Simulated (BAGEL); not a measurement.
**C2H3Si (SMILES [C]#C[SiH3]), run twice**

Wanted: the energy of C2H3Si, UHF/6-31G* (density fitting with qzvpp-jkfit, spherical functions).

The calculation is run with BAGEL 1.2.2.

4 further runs of the same task are left out: 3 that didn't finish, 1 set aside as unsound or not needed. Runs told in other sessions of the task aren't counted.

**1. Starting point**

The species is C2H3Si (6 atoms), meant as a doublet with charge 0. SMILES: `[C]#C[SiH3]`. One bond was lengthened or shortened from a relaxed shape.

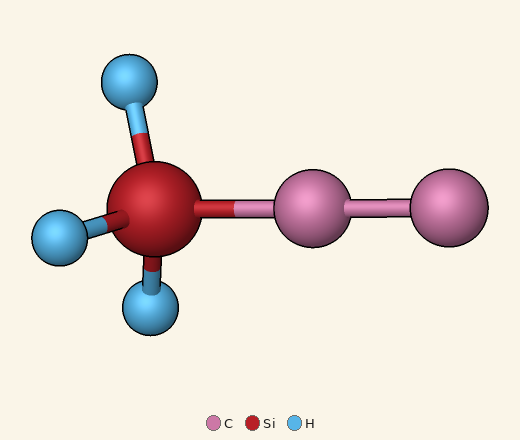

Viewed from a chosen angle; carbon pink, silicon red, hydrogen blue.

**2. Try one**

input.json reads:

```json
{ "bagel": [

{
  "title": "molecule",
  "basis": "6-31gs.json",
  "df_basis": "qzvpp-jkfit",
  "angstrom": "true",
  "geometry": [
    { "atom": "C", "xyz": [       1.260579,      -2.228596,       1.226089 ] },
    { "atom": "C", "xyz": [       0.563900,      -0.994100,       0.538900 ] },
    { "atom": "Si", "xyz": [      -0.246300,       0.437400,      -0.257000 ] },
    { "atom": "H", "xyz": [      -1.451000,      -0.035700,      -0.979200 ] },
    { "atom": "H", "xyz": [       0.706200,       1.059100,      -1.207200 ] },
    { "atom": "H", "xyz": [      -0.630600,       1.412800,       0.790800 ] }
  ]
},

{ "title": "rohf", "charge": 0, "nopen": 1 },

{ "title": "print", "file": "orbitals.molden", "orbitals": "true" }

]}
```

The basis set 6-31G* is read from a file made from the Basis Set Exchange's data (not shown).

Launch:

```bash
$ BAGEL_NUM_THREADS=1 BAGEL input.json > input.out
```

Log:

```text
* using 1 threads per process

  ===============================================================
  ===============================================================

  *** Geometry ***

  { "atom" : "C", "xyz" : [      2.382149,     -4.211436,      2.316972 ] },
  { "atom" : "C", "xyz" : [      1.065617,     -1.878577,      1.018373 ] },
  { "atom" : "Si", "xyz" : [     -0.465440,      0.826566,     -0.485660 ] },
  { "atom" : "H", "xyz" : [     -2.741993,     -0.067463,     -1.850420 ] },
  { "atom" : "H", "xyz" : [      1.334525,      2.001409,     -2.281277 ] },
  { "atom" : "H", "xyz" : [     -1.191661,      2.669805,      1.494395 ] },

  Number of auxiliary basis functions:      332

  Since a DF basis is specified, we compute 2- and 3-index integrals:
    o Being stored without compression. Storage requirement is 0.007 GB

  Number of basis functions:       52
  Number of electrons      :       29

    * METHOD: MOLECULE                             0.08

  *** Open-shell HF ***

  === Nuclear Repulsion ===
    70.9690624372

      * DIIS with orbital gradients will be used.

  === ROHF iteration (6-31gs.json) ===
      0       -366.08549911          0.02250957           0.03
      1       -366.13757372          0.00775951           0.03
      2       -366.14487248          0.00328951           0.03
      3       -366.14624332          0.00173697           0.03
      4       -366.14672771          0.00112622           0.03
      5       -366.14688999          0.00062299           0.03
      6       -366.14709024          0.00042328           0.03
      7       -366.14718272          0.00037118           0.04
      8       -366.14742200          0.00015057           0.03
      9       -366.14746127          0.00006955           0.04
[... 86 lines of this table left out ...]
     96       -366.14747034          0.00000002           0.03
     97       -366.14747034          0.00000007           0.03
     98       -366.14747034          0.00000003           0.03
     99       -366.14747034          0.00000004           0.04
    * Max iteration reached in SCF.

    * S^2 (ROHF) is 0.7500

    * Permanent dipole moment:
           (    0.317865,    -0.545474,     0.298576) a.u.

    * METHOD: ROHF                                 3.52

    * METHOD: PRINT                                0.00

  ===============================================================
```

It took 3.9 s on 1 thread of Arm Neoverse V2, shared host; peak memory 0.083 GiB.

**3. What went wrong**

No converged result was reached.

Among its listed settings the sound run differs in this, and the input shows the rest: reference UHF in place of ROHF. The next try takes another reference, UHF in place of ROHF: a different method, not a cure for the first.

**4. Try two**

calc.json reads:

```json
{ "bagel": [

{
  "title": "molecule",
  "basis": "6-31gs.json",
  "df_basis": "qzvpp-jkfit",
  "angstrom": true,
  "geometry": [
    { "atom": "C", "xyz": [       1.260579,      -2.228596,       1.226089 ] },
    { "atom": "C", "xyz": [       0.563900,      -0.994100,       0.538900 ] },
    { "atom": "Si", "xyz": [      -0.246300,       0.437400,      -0.257000 ] },
    { "atom": "H", "xyz": [      -1.451000,      -0.035700,      -0.979200 ] },
    { "atom": "H", "xyz": [       0.706200,       1.059100,      -1.207200 ] },
    { "atom": "H", "xyz": [      -0.630600,       1.412800,       0.790800 ] }
  ]
},

{ "title": "uhf", "charge": 0, "nopen": 1 },

{ "title": "print", "file": "orbitals.molden", "orbitals": true }

]}
```

The basis set 6-31G* is read from a file made from the Basis Set Exchange's data (not shown).

Launch:

```bash
$ BAGEL_NUM_THREADS=1 BAGEL calc.json > calc.out
```

Log:

```text
* using 1 threads per process

  ===============================================================
  ===============================================================

  *** Geometry ***

  { "atom" : "C", "xyz" : [      2.382149,     -4.211436,      2.316972 ] },
  { "atom" : "C", "xyz" : [      1.065617,     -1.878577,      1.018373 ] },
  { "atom" : "Si", "xyz" : [     -0.465440,      0.826566,     -0.485660 ] },
  { "atom" : "H", "xyz" : [     -2.741993,     -0.067463,     -1.850420 ] },
  { "atom" : "H", "xyz" : [      1.334525,      2.001409,     -2.281277 ] },
  { "atom" : "H", "xyz" : [     -1.191661,      2.669805,      1.494395 ] },

  Number of auxiliary basis functions:      332

  Since a DF basis is specified, we compute 2- and 3-index integrals:
    o Being stored without compression. Storage requirement is 0.007 GB

  Number of basis functions:       52
  Number of electrons      :       29

    * METHOD: MOLECULE                             0.08

  *** Open-shell HF ***

  === Nuclear Repulsion ===
    70.9690624372

      * DIIS with orbital gradients will be used.

  === UHF iteration (6-31gs.json) ===
      0       -366.08549911          0.02250957           0.04
      1       -366.13942139          0.00769822           0.03
      2       -366.14685420          0.00329519           0.03
      3       -366.14840872          0.00175216           0.03
      4       -366.14907651          0.00121323           0.03
      5       -366.14939620          0.00076422           0.04
      6       -366.15016610          0.00063107           0.03
      7       -366.15068249          0.00062741           0.03
      8       -366.14924423          0.00056525           0.03
      9       -366.14873154          0.00721320           0.04
[... 55 lines of this table left out ...]
     65       -366.16045907          0.00000002           0.04
     66       -366.16045907          0.00000002           0.03
     67       -366.16045907          0.00000001           0.03
     68       -366.16045907          0.00000001           0.03
    * SCF iteration converged.

    * S^2 (UHF) is 1.3150

    * Permanent dipole moment:
           (    0.412649,    -0.710845,     0.390250) a.u.

    * METHOD: UHF                                  2.46

    * METHOD: PRINT                                0.00

  ===============================================================
```

Run time: 2.7 s. Hardware: 1 thread of Arm Neoverse V2, shared host; peak memory 0.083 GiB.

**5. What came out**

Level: UHF/6-31G* (density fitting with qzvpp-jkfit, spherical functions).

```
     quantity          value
 total energy  -366.16046 Eh
dipole moment         2.31 D
         ⟨S²⟩          1.315
```

⟨S²⟩ is 1.31 where a pure doublet has 0.75: the reference is spin-contaminated.
